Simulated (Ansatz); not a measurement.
# Li+ with GaCl₃: structure and interaction energy, part 2 of 2

Ansatz 0.2.0, Gaussian basis.

### 9 MP2/def2-QZVPPD

The input, ab/in.yaml:

```yaml
crystal:
  periodic: [false, false, false]
  atoms:
    - {symbol: Li, position_ang: [0.253191, -0.468448, -2.233560]}
    - {symbol: Cl, position_ang: [-0.308000, 0.569982, 2.719863]}
    - {symbol: Ga, position_ang: [-0.081002, 0.149921, 0.714651]}
    - {symbol: Cl, position_ang: [1.493503, 0.770052, -0.626814]}
    - {symbol: Cl, position_ang: [-1.357592, -1.021507, -0.574241]}
basis:
  gaussian: {orbitals: "def2-QZVPPD.json"}
total_charge: 1
correlation: {method: mp2}
```

The input, a/in.yaml:

```yaml
crystal:
  periodic: [false, false, false]
  atoms:
    - {symbol: Li, position_ang: [0.253191, -0.468448, -2.233560]}
basis:
  gaussian:
    orbitals: "def2-QZVPPD.json"
    ghost_atoms:
      - {symbol: Cl, position_ang: [-0.308000, 0.569982, 2.719863]}
      - {symbol: Ga, position_ang: [-0.081002, 0.149921, 0.714651]}
      - {symbol: Cl, position_ang: [1.493503, 0.770052, -0.626814]}
      - {symbol: Cl, position_ang: [-1.357592, -1.021507, -0.574241]}
total_charge: 1
correlation: {method: mp2}
```

The input, b/in.yaml:

```yaml
crystal:
  periodic: [false, false, false]
  atoms:
    - {symbol: Cl, position_ang: [-0.308000, 0.569982, 2.719863]}
    - {symbol: Ga, position_ang: [-0.081002, 0.149921, 0.714651]}
    - {symbol: Cl, position_ang: [1.493503, 0.770052, -0.626814]}
    - {symbol: Cl, position_ang: [-1.357592, -1.021507, -0.574241]}
basis:
  gaussian:
    orbitals: "def2-QZVPPD.json"
    ghost_atoms:
      - {symbol: Li, position_ang: [0.253191, -0.468448, -2.233560]}
correlation: {method: mp2}
```

Each run has its own folder and the same command.

The run is started by

```
$ ansatz run in.yaml --threads 4 --pin off --events-out ev --progress --plain --max-ram 9574MiB
```

ab printed (excerpt; [...] marks lines left out):

```text
Functional definition: HF
  name "HF"
  cite "Fock, Z. Phys. 61, 126 (1930) doi:10.1007/BF01340294"
  parent pbe
[...]
2249 factors; integrals over basis functions are off by at most 8.3e-4 eV
[...]
mean field -90051.27567385 eV, -3309.3233420672 hartree, gradient 1.6e-6 eV, S^2 0.000000; 0 other end points of the search recorded, 0 dependent functions left out
24 core orbitals not correlated: weight in the atoms' cores, before any rotation towards them, 1.000 or more for the frozen orbitals, at most 0.000 for the correlated occupied ones
reference -90051.27567385 eV, -3309.3233420672 hartree; 18, 18 occupied and 325, 325 virtual orbitals, 2249 factors
second order -30.22416711 eV of doubles, -0.00000000 eV of singles
Total energy: -90081.49984097 eV, -3310.4340597220 hartree
```

Log of a (excerpt; [...] marks lines left out):

```text
[... 4 set-up lines as earlier in the session ...]
[...]
2260 factors; integrals over basis functions are off by at most 8.1e-4 eV
[...]
mean field -196.91259563 eV, -7.2364044174 hartree, gradient 3.6e-6 eV, S^2 0.000000; 0 other end points of the search recorded, 0 dependent functions left out
reference -196.91259563 eV, -7.2364044174 hartree; 1, 1 occupied and 366, 366 virtual orbitals, 2260 factors
second order -0.81828777 eV of doubles, -0.00000000 eV of singles
Total energy: -197.73088341 eV, -7.2664759384 hartree
```

Output in b (excerpt; [...] marks lines left out):

```text
[... 4 set-up lines as earlier in the session ...]
[...]
2249 factors; integrals over basis functions are off by at most 8.3e-4 eV
[...]
mean field -89853.11470098 eV, -3302.0410606326 hartree, gradient 2.0e-6 eV, S^2 0.000000; 0 other end points of the search recorded, 0 dependent functions left out
24 core orbitals not correlated: weight in the atoms' cores, before any rotation towards them, 1.000 or more for the frozen orbitals, at most 0.000 for the correlated occupied ones
reference -89853.11470098 eV, -3302.0410606326 hartree; 17, 17 occupied and 326, 326 virtual orbitals, 2249 factors
second order -29.38002940 eV of doubles, -0.00000000 eV of singles
Total energy: -89882.49473038 eV, -3303.1207567985 hartree
```

Times: 18 s (ab), 5.5 s (a), 22 s (b) on 4 threads of Arm Neoverse V1, shared host; peak memory 1.8 GiB.

E(ab) − E(a) − E(b) = -29.38 kcal/mol.

### 10 Hartree-Fock/STO-3G

Edit ab/in.yaml of step 9 so:

```diff
@@ -9,4 +9,4 @@
 basis:
-  gaussian: {orbitals: "def2-QZVPPD.json"}
+  gaussian: {orbitals: STO-3G}
 total_charge: 1
-correlation: {method: mp2}
+hamiltonian: {xc: hf}
```

Edit a/in.yaml of step 9 so:

```diff
@@ -6,3 +6,3 @@
   gaussian:
-    orbitals: "def2-QZVPPD.json"
+    orbitals: STO-3G
     ghost_atoms:
@@ -13,2 +13,2 @@
 total_charge: 1
-correlation: {method: mp2}
+hamiltonian: {xc: hf}
```

Edit b/in.yaml of step 9 so:

```diff
@@ -9,5 +9,5 @@
   gaussian:
-    orbitals: "def2-QZVPPD.json"
+    orbitals: STO-3G
     ghost_atoms:
       - {symbol: Li, position_ang: [0.253191, -0.468448, -2.233560]}
-correlation: {method: mp2}
+hamiltonian: {xc: hf}
```

Each run has its own folder and the same command.

The run is started by

```
$ ansatz run in.yaml --threads 4 --pin off --events-out ev --progress --plain --max-ram 9574MiB
```

ab printed (excerpt; [...] marks lines left out):

```text
[... 4 set-up lines as earlier in the session ...]
[...]
537 factors; integrals over basis functions are off by at most 2.1e-4 eV
[...]
mean field -89037.16505333 eV, -3272.0554641518 hartree, gradient 2.5e-5 eV, S^2 0.000000; 0 other end points of the search recorded, 0 dependent functions left out
reference -89037.16505333 eV, -3272.0554641518 hartree; 42, 42 occupied and 8, 8 virtual orbitals, 537 factors
Total energy: -89037.16505333 eV, -3272.0554641518 hartree
```

a printed (excerpt; [...] marks lines left out):

```text
[... 4 set-up lines as earlier in the session ...]
[...]
361 factors; integrals over basis functions are off by at most 1.8e-3 eV
[...]
mean field -194.17629282 eV, -7.1358471439 hartree, gradient 1.3e-5 eV, S^2 0.000000; 0 other end points of the search recorded, 0 dependent functions left out
reference -194.17629282 eV, -7.1358471439 hartree; 1, 1 occupied and 49, 49 virtual orbitals, 361 factors
Total energy: -194.17629282 eV, -7.1358471439 hartree
```

b printed (excerpt; [...] marks lines left out):

```text
[... 4 set-up lines as earlier in the session ...]
[...]
513 factors; integrals over basis functions are off by at most 1.2e-3 eV
[...]
mean field -88841.43762047 eV, -3264.8626136629 hartree, gradient 9.8e-6 eV, S^2 0.000000; 0 other end points of the search recorded, 0 dependent functions left out
reference -88841.43762047 eV, -3264.8626136629 hartree; 41, 41 occupied and 9, 9 virtual orbitals, 513 factors
Total energy: -88841.43762047 eV, -3264.8626136629 hartree
```

Wall times: 0.2 s (ab), 0.1 s (a), 0.2 s (b) on 4 threads of Arm Neoverse V1, shared host.

Interaction energy, ab − a − b: -35.77 kcal/mol.

### 11 SPW92/def2-SVP

Edit ab/in.yaml of step 10 so:

```diff
@@ -9,4 +9,4 @@
 basis:
-  gaussian: {orbitals: STO-3G}
+  gaussian: {orbitals: def2-SVP}
 total_charge: 1
-hamiltonian: {xc: hf}
+hamiltonian: {xc: lda}
```

Edit a/in.yaml of step 10 so:

```diff
@@ -6,3 +6,3 @@
   gaussian:
-    orbitals: STO-3G
+    orbitals: def2-SVP
     ghost_atoms:
@@ -13,2 +13,2 @@
 total_charge: 1
-hamiltonian: {xc: hf}
+hamiltonian: {xc: lda}
```

Edit b/in.yaml of step 10 so:

```diff
@@ -9,5 +9,5 @@
   gaussian:
-    orbitals: STO-3G
+    orbitals: def2-SVP
     ghost_atoms:
       - {symbol: Li, position_ang: [0.253191, -0.468448, -2.233560]}
-hamiltonian: {xc: hf}
+hamiltonian: {xc: lda}
```

One command serves all of them, each in its own folder.

The run is started by

```
$ ansatz run in.yaml --threads 4 --pin off --events-out ev --progress --plain --max-ram 9574MiB
```

Output in ab (excerpt; [...] marks lines left out):

```text
Functional definition: SPW92
  name "SPW92"
  cite "Dirac, Proc. Camb. Phil. Soc. 26, 376 (1930) doi:10.1017/S0305004100016108"
  cite "Slater, Phys. Rev. 81, 385 (1951) doi:10.1103/PhysRev.81.385"
  cite "Perdew & Wang, Phys. Rev. B 45, 13244 (1992) doi:10.1103/PhysRevB.45.13244"
[...]
1076 factors; their error is unknown
[...]
mean field -89923.69189213 eV, -3304.6347245683 hartree, gradient 2.2e-5 eV, S^2 0.000000; 0 other end points of the search recorded, 0 dependent functions left out
reference -89923.69198675 eV, -3304.6347280454 hartree; 42, 42 occupied and 53, 53 virtual orbitals, 1076 factors
Total energy: -89923.69198675 eV, -3304.6347280454 hartree
```

a printed (excerpt; [...] marks lines left out):

```text
[... 5 set-up lines as earlier in the session ...]
[...]
872 factors; their error is unknown
[...]
mean field -194.22528075 eV, -7.1376474169 hartree, gradient 8.3e-5 eV, S^2 0.000000; 0 other end points of the search recorded, 0 dependent functions left out
reference -194.22529951 eV, -7.1376481064 hartree; 1, 1 occupied and 94, 94 virtual orbitals, 872 factors
Total energy: -194.22529951 eV, -7.1376481064 hartree
```

Log of b (excerpt; [...] marks lines left out):

```text
[... 5 set-up lines as earlier in the session ...]
[...]
1037 factors; their error is unknown
[...]
mean field -89728.05230646 eV, -3297.4451024042 hartree, gradient 6.1e-5 eV, S^2 0.000000; 0 other end points of the search recorded, 0 dependent functions left out
reference -89728.05236320 eV, -3297.4451044892 hartree; 41, 41 occupied and 54, 54 virtual orbitals, 1037 factors
Total energy: -89728.05236320 eV, -3297.4451044892 hartree
```

They took 0.5 s (ab), 0.25 s (a), 0.5 s (b) on 4 threads of Arm Neoverse V1, shared host.

E(ab) − E(a) − E(b) = -32.62 kcal/mol.

### 12 wB97M-V/def2-SVP

The same edit goes into each in.yaml of step 11 (ab, a, b):

```diff
-hamiltonian: {xc: lda}
+hamiltonian: {xc: {name: wB97M-V}}
```

Each run has its own folder and the same command.

The run is started by

```
$ ansatz run in.yaml --threads 4 --pin off --events-out ev --progress --plain --max-ram 9574MiB
```

Output in ab (excerpt; [...] marks lines left out):

```text
[... 5 set-up lines as earlier in the session ...]
  # Of w^i u^j: cxij and so on, Table III.
[...]
  gx(w, u) = 1 - cx + cx01*u + cx10*w
[...]
922 factors; integrals over basis functions are off by at most 7.0e-4 eV
230 factors; integrals over basis functions are off by at most 1.7e-5 eV
[...]
mean field -90126.89671039 eV, -3312.1023639023 hartree, gradient 4.4e-5 eV, S^2 0.000000; 0 other end points of the search recorded, 0 dependent functions left out
reference -90126.89681208 eV, -3312.1023676391 hartree; 42, 42 occupied and 53, 53 virtual orbitals, 922 factors
Total energy: -90126.89681208 eV, -3312.1023676391 hartree
```

a printed (excerpt; [...] marks lines left out):

```text
[... 5 set-up lines as earlier in the session ...]
  # Of w^i u^j: cxij and so on, Table III.
[...]
  gx(w, u) = 1 - cx + cx01*u + cx10*w
[...]
      + integral(e_c_pw_mod_opposite_spin*gos(b97_w_opposite, b97_u_opposite)) + vv10(b, c)
872 factors; their error is unknown
173 factors; integrals over basis functions are off by at most 4.0e-5 eV
[...]
mean field -197.87403298 eV, -7.2717365881 hartree, gradient 1.1e-5 eV, S^2 0.000000; 0 other end points of the search recorded, 0 dependent functions left out
reference -197.87405116 eV, -7.2717372562 hartree; 1, 1 occupied and 94, 94 virtual orbitals, 872 factors
Total energy: -197.87405116 eV, -7.2717372562 hartree
```

Output in b (excerpt; [...] marks lines left out):

```text
[... 5 set-up lines as earlier in the session ...]
  # Of w^i u^j: cxij and so on, Table III.
[...]
  gx(w, u) = 1 - cx + cx01*u + cx10*w
[...]
872 factors; integrals over basis functions are off by at most 7.1e-4 eV
223 factors; integrals over basis functions are off by at most 1.5e-5 eV
[...]
mean field -89927.69158243 eV, -3304.7817104755 hartree, gradient 4.1e-5 eV, S^2 0.000000; 0 other end points of the search recorded, 0 dependent functions left out
reference -89927.69165165 eV, -3304.7817130193 hartree; 41, 41 occupied and 54, 54 virtual orbitals, 872 factors
Total energy: -89927.69165165 eV, -3304.7817130193 hartree
```

Wall times: 5 s (ab), 1.4 s (a), 6 s (b) on 4 threads of Arm Neoverse V1, shared host.

Interaction energy, ab − a − b: -30.70 kcal/mol.

### 13 CCSD(T)/def2-SVP

The same edit goes into each in.yaml of step 12 (ab, a, b):

```diff
-hamiltonian: {xc: {name: wB97M-V}}
+correlation: {method: ccsd_t}
```

One command serves all of them, each in its own folder.

The run is started by

```
$ ansatz run in.yaml --threads 4 --pin off --events-out ev --progress --plain --max-ram 9574MiB
```

Output in ab (excerpt; [...] marks lines left out):

```text
[... 4 set-up lines as earlier in the session ...]
[...]
922 factors; integrals over basis functions are off by at most 7.0e-4 eV
[...]
mean field -90029.41096490 eV, -3308.5198288336 hartree, gradient 4.5e-6 eV, S^2 0.000000; 0 other end points of the search recorded, 0 dependent functions left out
24 core orbitals not correlated: weight in the atoms' cores, before any rotation towards them, 1.000 or more for the frozen orbitals, at most 0.000 for the correlated occupied ones
reference -90029.41096490 eV, -3308.5198288336 hartree; 18, 18 occupied and 53, 53 virtual orbitals, 922 factors
second order -16.38445488 eV of doubles, -0.00000000 eV of singles
cycle   1  -16.56368497 eV  change   -1.8e-1 eV  update   9.0e-2
[...]
cycle   8  -17.01263261 eV  change   -4.1e-5 eV  update   2.7e-5
perturbative correction -0.44938495 eV, -0.0165145924 hartree
Total energy: -90046.87298246 eV, -3309.1615461428 hartree
```

Output in a (excerpt; [...] marks lines left out):

```text
[... 4 set-up lines as earlier in the session ...]
[...]
602 factors; integrals over basis functions are off by at most 1.2e-3 eV
[...]
mean field -196.81833821 eV, -7.2329405210 hartree, gradient 4.0e-6 eV, S^2 0.000000; 0 other end points of the search recorded, 0 dependent functions left out
reference -196.81833821 eV, -7.2329405210 hartree; 1, 1 occupied and 94, 94 virtual orbitals, 602 factors
second order -0.06009443 eV of doubles, -0.00000000 eV of singles
cycle   1  -0.06320521 eV  change   -3.1e-3 eV  update   1.7e-3
[...]
cycle   4  -0.06362746 eV  change    9.7e-7 eV  update   1.8e-6
perturbative correction -0.00000000 eV, -0.0000000000 hartree
Total energy: -196.88196567 eV, -7.2352787869 hartree
```

Output in b (excerpt; [...] marks lines left out):

```text
[... 4 set-up lines as earlier in the session ...]
[...]
872 factors; integrals over basis functions are off by at most 7.1e-4 eV
[...]
mean field -89831.41725452 eV, -3301.2436941819 hartree, gradient 1.8e-6 eV, S^2 0.000000; 0 other end points of the search recorded, 0 dependent functions left out
24 core orbitals not correlated: weight in the atoms' cores, before any rotation towards them, 1.000 or more for the frozen orbitals, at most 0.000 for the correlated occupied ones
reference -89831.41725452 eV, -3301.2436941819 hartree; 17, 17 occupied and 54, 54 virtual orbitals, 872 factors
second order -16.30179132 eV of doubles, -0.00000000 eV of singles
cycle   1  -16.47896637 eV  change   -1.8e-1 eV  update   9.0e-2
[...]
cycle   8  -16.92779128 eV  change   -4.1e-5 eV  update   2.2e-5
perturbative correction -0.44695461 eV, -0.0164252791 hartree
Total energy: -89848.79200041 eV, -3301.8822043166 hartree
```

Wall times: 2.7 s (ab), 0.4 s (a), 2.6 s (b) on 4 threads of Arm Neoverse V1, shared host.

Interaction energy, ab − a − b: -27.65 kcal/mol.

### 14 Vibrations of the pair

The input, vib/in.yaml:

```yaml
crystal:
  periodic: [false, false, false]
  atoms:
    - {symbol: Li, position_ang: [0.253191, -0.468448, -2.233560]}
    - {symbol: Cl, position_ang: [-0.308000, 0.569982, 2.719863]}
    - {symbol: Ga, position_ang: [-0.081002, 0.149921, 0.714651]}
    - {symbol: Cl, position_ang: [1.493503, 0.770052, -0.626814]}
    - {symbol: Cl, position_ang: [-1.357592, -1.021507, -0.574241]}
basis:
  gaussian: {orbitals: def2-TZVP}
total_charge: 1
hamiltonian: {xc: pbe0, dispersion: d4}
phonons: {temperatures: {t_min: 298.15, t_max: 900, t_step: 200}}
```

The run is started by

```
$ ansatz run in.yaml --threads 4 --pin off --events-out ev --progress --plain --max-ram 9574MiB
```

Standard output (excerpt; [...] marks lines left out):

```text
[... 5 set-up lines as earlier in the session ...]
[...]
1346 factors; their error is unknown
[...]
mean field -90131.28525960 eV, -3312.2636401109 hartree, gradient 1.2e-5 eV, S^2 0.000000; 0 other end points of the search recorded, 0 dependent functions left out
[...]
Atom 2 at    -0.081002     0.149921     0.714651 Å, force     0.000108    -0.000234    -0.000763 eV/Å
Atom 3 at     1.493503     0.770052    -0.626814 Å, force     0.000043     0.000043     0.000301 eV/Å
Atom 4 at    -1.357592    -1.021507    -0.574241 Å, force    -0.000047    -0.000011     0.000312 eV/Å
Dipole moment:     0.181862    -0.336492    -1.604395 e Å
Vibrations: 83.53 100.95 144.15 175.78 268.63 320.64 373.66 420.74 518.19 cm⁻¹, zero-point energy 0.149169 eV
```

Wall time 72 s (4 threads of Arm Neoverse V1, shared host); peak memory 0.58 GiB.

Wavenumbers and character of the modes:

```tsv
mode	wavenumber (cm⁻¹)	character
1	84	torsion
2	101	bend
3	144	torsion
4	176	bend
5	269	Li–Cl stretch
6	321	Li–Cl stretch with bend
7	374	Ga–Cl stretch
8	421	Ga–Cl stretch
9	518	Ga–Cl stretch
```

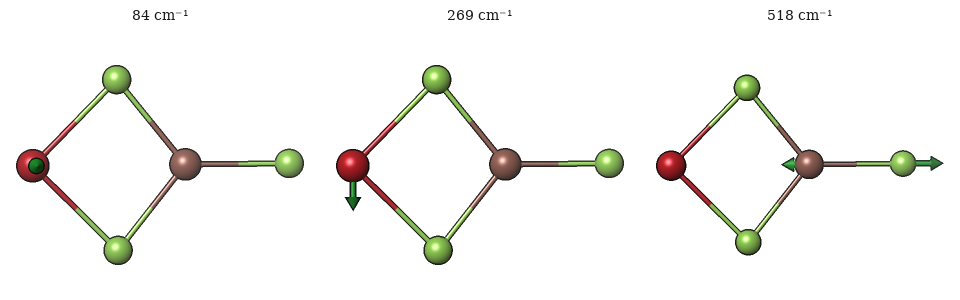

Displacements of 3 modes, as arrows.

Vibrational sums (real modes only):

```tsv
T (K)	entropy (J/mol/K)	heat capacity (J/mol/K)
298	74.7	63.7
498	109.3	70.4
698	133.4	72.5
898	151.8	73.4
```

### 15 The ladder

The basis limit takes Hartree-Fock with exponent 7.88 and MP2 correlation with exponent 2.97 from the triple- and quadruple-zeta runs, and adds the coupled-cluster step over MP2 from triple zeta. Where a quadruple-zeta run was CCSD(T), only its Hartree-Fock and MP2 parts are used.

Rows are in def2-TZVPPD; times add the 3 runs of a level on a shared host, so small differences are noise.

Differences are taken before rounding.

```tsv
method	rung	interaction (kcal/mol)	from CCSD(T)/CBS (kcal/mol)	time
PBE-D4	GGA	-31.30	-1.40	5.8 s
revPBE-D4	GGA	-30.73	-0.84	6.2 s
BLYP-D4	GGA	-31.26	-1.36	7.1 s
r2SCAN-D4	meta-GGA	-28.74	+1.16	13 s
B97M-V	meta-GGA	-29.13	+0.77	20 s
PBE0-D4	hybrid	-31.13	-1.23	9.1 s
B3LYP-D4	hybrid	-31.34	-1.44	10 s
HSE06-D4	screened hybrid	-31.11	-1.22	14 s
wB97X-V	range-separated hybrid	-30.03	-0.13	22 s
wB97M-V	range-separated hybrid	-30.33	-0.44	26 s
B2PLYP	double hybrid	-29.90	-0.01	16 s
Hartree-Fock	wavefunction	-27.95	+1.94	
MP2	wavefunction	-28.03	+1.86	
CCSD	wavefunction	-28.14	+1.76	
CCSD(T)	wavefunction	-28.05	+1.85	4.1 min
CCSD(T)/CBS		-29.89	0	4.8 min
```

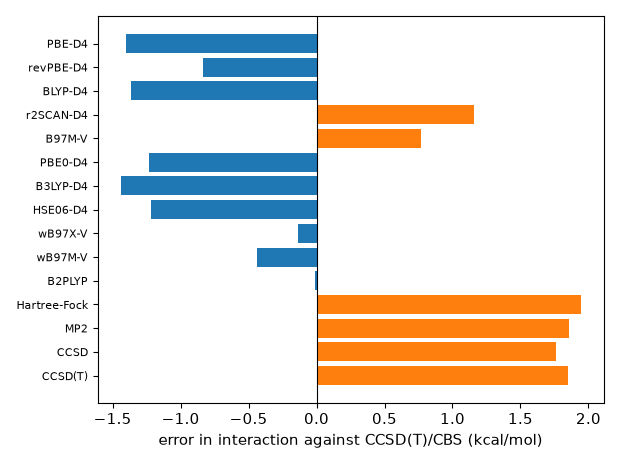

Deviations from CCSD(T)/CBS, method by method.

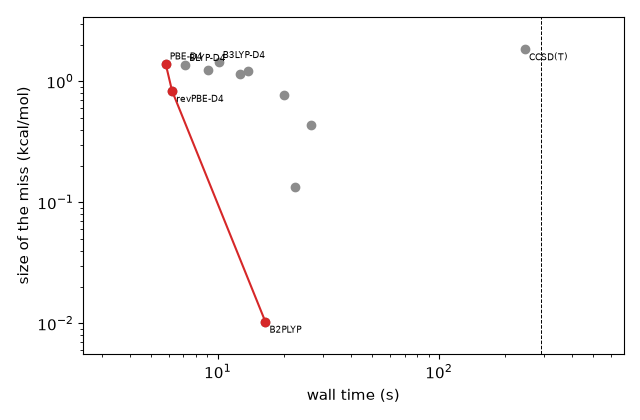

Accuracy for the time spent; red marks the levels that beat every quicker one drawn (of those quicker than the yardstick), and the dashed line is the time of CCSD(T)/CBS. Only those levels and the largest misses are named. Times are from a shared host.

For cost: B2PLYP gets within 0.01 kcal/mol in 16 s, where CCSD(T)/CBS took 4.8 min; the quickest level in the cost chart, PBE-D4, takes 5.8 s and misses by 1.40 kcal/mol.

### 16 What came out

The summary covers parts 1 to 2.

| quantity | value |
| --- | --- |
| interaction energy, CCSD(T)/CBS | -29.89 kcal/mol |
| of it Hartree-Fock (basis limit) | -28.90 kcal/mol |
| D4 term of PBE0-D4 | -0.54 kcal/mol |
| shortest contact | Li1–Cl5 2.38 Å |
| lowest wavenumber | 84 cm⁻¹ |

**Reading.** The pair is bound by 29.89 kcal/mol at fixed fragment shapes. Hartree-Fock gives 97 % of it, so electrostatics, induction and charge transfer lead. Among the functionals B2PLYP lands nearest to CCSD(T)/CBS (-0.01 kcal/mol) and B3LYP-D4 farthest (-1.44 kcal/mol). By rung, the mean size of the error is: GGA 1.20, meta-GGA 0.96, hybrid 1.34, screened hybrid 1.22, range-separated hybrid 0.28, double hybrid 0.01 kcal/mol. The double hybrids carry no dispersion term here, unlike the levels marked D4 or V. PBE-D4 gives an interaction energy 1.40 kcal/mol too low, an error of 5 % of the reference. CCSD(T) moves by -1.85 kcal/mol from triple zeta to the limit; gaps between functionals far smaller than that don't rank them. A lower arrangement may exist.
